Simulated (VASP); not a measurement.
Band structure of Ag (relaxed from the hcp structure, space group P6_3/mmc). Level of theory: PBEsol GGA, VASP's PBE PAW potentials (set 64) (plane waves; VASP).

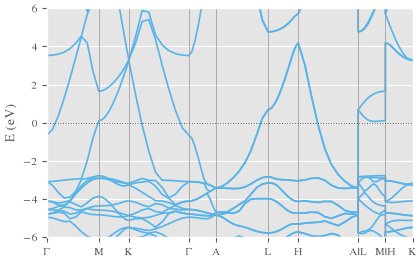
Fig. 1. Bands along high-symmetry lines, zero at the valence-band maximum or, without a gap, the Fermi level

Read the plot: is there a gap, and where are the band edges?

It has no gap at this level: it comes out as a metal or semimetal. (Edges off the drawn lines would not show.)

The structure was generated: Ag was put into the hcp type (P6_3/mmc), which need not be its known phase. It was relaxed first.
